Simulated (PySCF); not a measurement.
Cl₃Si, doublet, SMILES `Cl[Si](Cl)Cl`.

Level of theory: HF/cc-pVDZ (PySCF), at a geometry from GFN2-xTB. No frequency check shows the geometry to be a minimum. The stability of the open-shell solution wasn't checked. GFN2-xTB bond lengths at metals and heavier atoms can be off by up to 0.1 Å and shapes distorted, which carries into these values. GFN2-xTB doesn't know the spin state, so this open-shell geometry is rough.

Input script:

```python
import numpy as np
from pyscf import gto, scf, dft
from pyscf.scf import atom_ks, atom_hf
from scipy.linalg import block_diag

def solve(mol, dm0=None, hcore=None):
    mf = scf.UHF(mol) if mol.spin else scf.RHF(mol)
    mf = mf.density_fit(auxbasis='def2-universal-jkfit')
    mf.conv_tol, mf.max_cycle = 1e-8, 80
    if hcore is not None:
        mf.get_hcore = lambda *args: hcore
    mf.kernel(dm0)
    if not mf.converged:
        mf = mf.newton().run(mf.mo_coeff, mf.mo_occ, max_cycle=30)
    assert mf.converged, 'SCF not converged'
    return mf

mol = gto.M(atom='''
Cl    -0.50531     1.84355     0.14405
Si     0.00020    -0.00013    -0.52490
Cl    -1.34404    -1.35926     0.14408
Cl     1.84919    -0.48418     0.14413
''', basis='cc-pvdz', charge=0, spin=1, verbose=4)
mf = solve(mol)
mf.analyze()
# spherically averaged free atoms, for the promolecule
atm = scf.atom_hf.get_atm_nrhf(mol)
pro = block_diag(*[(atm[a[0]][2] * atm[a[0]][3]) @ atm[a[0]][2].T for a in mol._atom])
np.savez('result.npz', e=mf.e_tot, c=mf.mo_coeff, occ=mf.mo_occ, eps=mf.mo_energy, pro=pro, dip=mf.dip_moment(verbose=0), s2=mf.spin_square()[0])
```

Launched as:

```sh
OMP_NUM_THREADS=1 python input.py
```

The run took 1.8 s on 1 thread of Intel(R) Xeon(R) Platinum 8259CL CPU @ 2.50GHz (Skylake/Cascade Lake), on a shared host, peak memory 0.17 GiB.

Partitions, critical points and surface values were worked out afterwards from this run's density.

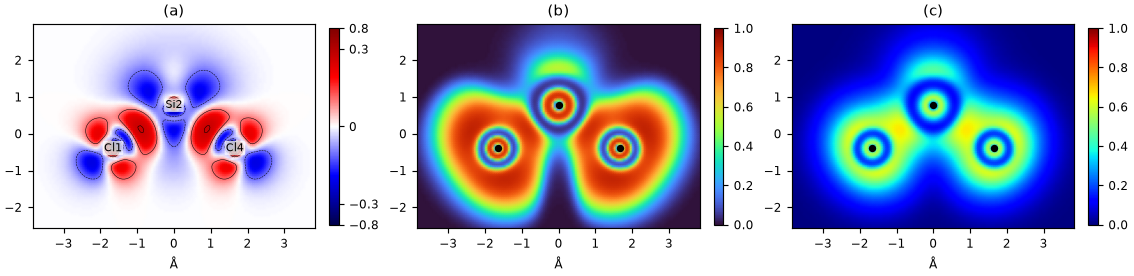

Three fields in the plane of Cl1, Si2 and Cl4. (a): red positive, blue negative.

**The panels show, in some order, the electron localisation function (ELF), localised orbital locator (LOL) and deformation density. Which is which?**

(a) is the deformation density: it has both signs, with gains where valence electrons gather and losses around them. (b) is the electron localisation function (ELF): it runs from 0 to 1 and is close to 1 over wide basins that fill the valence regions. (c) is the localised orbital locator (LOL): it runs from 0 to 1, peaks where electrons are localised, as in bonds, and fades smoothly outside.
